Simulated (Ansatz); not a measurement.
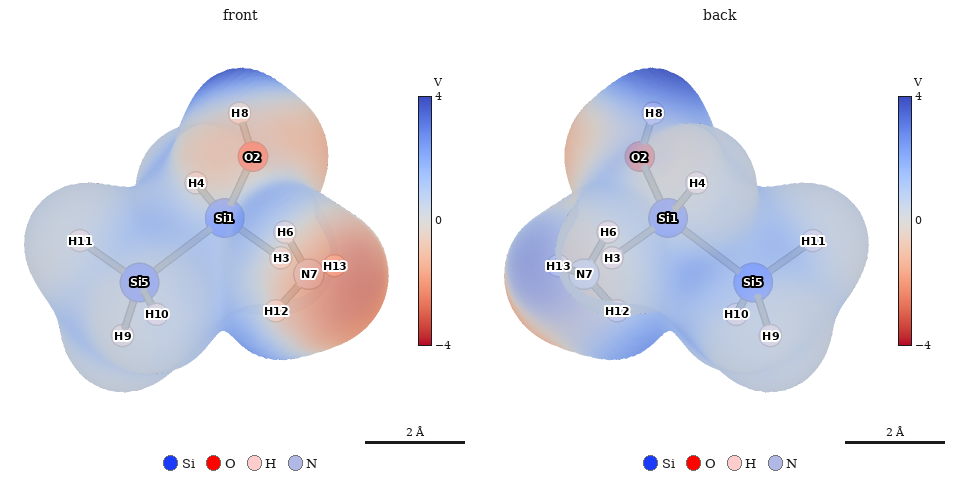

*H$_{6}$OSi$_{2}$···NH$_{3}$. The molecular electrostatic potential painted on the density surface at 0.004 e/bohr³, seen from the front and from behind; the colour scale runs from red (negative) to blue (positive).*

Not at a stationary point (largest force 1.0 eV/Å).

Method: RKS PBE-D4/def2-mTZVP (Ansatz).

Input file:

```
crystal:
  periodic: [false, false, false]
  atoms:
    - { symbol: Si, position_ang: [-0.5421, 0.6611, -0.1404] }
    - { symbol: O, position_ang: [1.0335, 0.265, 1.1452] }
    - { symbol: H, position_ang: [-1.297, 0.9921, -1.393] }
    - { symbol: H, position_ang: [-0.643, 1.9615, 0.5319] }
    - { symbol: Si, position_ang: [-1.2837, -1.3939, 0.5779] }
    - { symbol: H, position_ang: [1.6538, 0.3701, 0.0329] }
    - { symbol: "N", position_ang: [1.2771, 0.6013, -1.2314] }
    - { symbol: H, position_ang: [1.3551, 0.9215, 1.7623] }
    - { symbol: H, position_ang: [-2.5135, -1.787, -0.1265] }
    - { symbol: H, position_ang: [-0.3356, -2.4969, 0.3868] }
    - { symbol: H, position_ang: [-1.6418, -1.3864, 2.0009] }
    - { symbol: H, position_ang: [1.3689, -0.1659, -1.8754] }
    - { symbol: H, position_ang: [1.5684, 1.4576, -1.6712] }
basis:
  gaussian: { orbitals: def2-mTZVP }
hamiltonian:
  xc: pbe
  dispersion: d4
relax:
  f_tol: 0.15
  max_steps: 25
  restrain:
    - { distance: [0, 6], at: 3.12, k: 30.0 }
    - { distance: [5, 1], at: 2.27, k: 30.0 }
    - { distance: [0, 1], at: 1.77, k: 30.0 }
    - { distance: [5, 6], at: 1.02, k: 30.0 }
output:
  orbitals: {}
```

Command:

```sh
ansatz run input.yaml --threads 4 --pin off --max-ram 5120MiB --backend cpu --events-out ev --progress --plain --runs-dir out
```

The fields are those of the run's last geometry, not of the input's.

Question: Which sites attract a positive test charge, and which a negative one?

Answer: A positive charge is drawn to the negative regions and a negative charge to the positive ones. The most negative region (about −2.4 V) lies over N7, the most positive (about +3.5 V) over H8. N7 is the likeliest acceptor of a hydrogen bond.
